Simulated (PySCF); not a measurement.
C4H9FOSi2 (SMILES C[SiH2][C@H](F)C#C[SiH2]O)

```xyz
17

C     2.5746    0.7282   -0.2569
Si    2.0536   -1.0932   -0.2489
C     0.6663   -1.3009    1.0871
F     0.2670   -2.6412    1.0833
C    -0.4662   -0.4474    0.8251
C    -1.4172    0.2484    0.5689
Si   -2.8955    1.2982    0.1903
O    -4.2025    0.7753    1.0047
H     1.7319    1.3786   -0.4762
H     2.9859    1.0360    0.7007
H     3.3349    0.9049   -1.0108
H     3.1489   -1.9823    0.1540
H     1.4849   -1.5069   -1.5331
H     1.0413   -1.1155    2.1020
H    -2.7265    2.6482    0.7103
H    -3.1176    1.2205   -1.2575
H    -4.4708   -0.1389    0.9966
```

Geometry: GFN2-xTB.

Computed with PBE0/pcSseg-1, SCF density, gas phase, non-relativistic (PySCF).

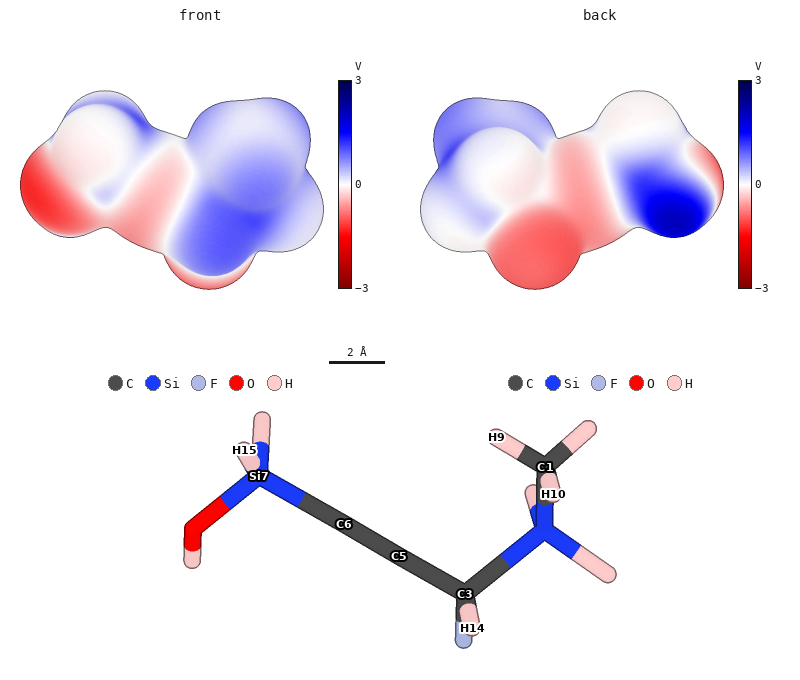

Figure 1. The electrostatic potential painted on the density surface at 0.001 e/bohr³, seen from the front and from behind; the colour scale runs from red (negative) to blue (positive). The bare structure is drawn below in the same view.

Question: Where is the surface potential most negative and most positive?

Answer: The most negative region (about −1.2 V, or −28 kcal/mol for a unit charge) lies over O8, the most positive (about +2.0 V, or +46 kcal/mol for a unit charge) over H17. O8 is the likeliest acceptor of a hydrogen bond.

Question: What dipole moment does the calculation give?

Answer: Its dipole moment is 1.82 D.

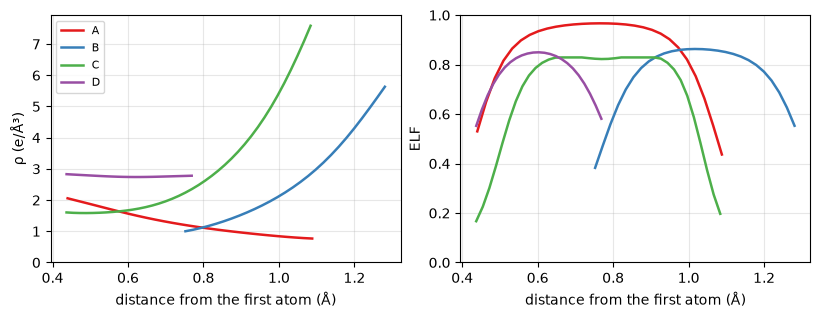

Figure 2. Total electron density and electron localisation function along straight lines between neighbouring atoms. The curves leave out the atomic cores.

Question: Which curve belongs to which contact (C–C, C–F, C–Si and Si–O)? The first atom named is at distance zero.

Answer: Curve A: C–Si (1.85 Å): ρ at the midpoint is about 0.93 e/Å³; the ELF peaks at about 0.95 between the atoms, as expected for localised, covalent bonding. Curve B: Si–O (1.63 Å): the density is about 1.2 e/Å³ at the midpoint; the ELF peaks at about 0.85 between the atoms, as expected for a short, strongly polar bond. Curve C: C–F (1.40 Å): ρ is about 2 e/Å³ halfway, with its minimum of 1.6 e/Å³ about 0.5 Å from C; the ELF peaks at about 0.85 between the atoms: a shared but strongly polarised pair. Curve D: C–C (1.21 Å): ρ at the midpoint is about 2.7 e/Å³; the ELF peaks at about 0.85 between the atoms; a short, multiple covalent bond.
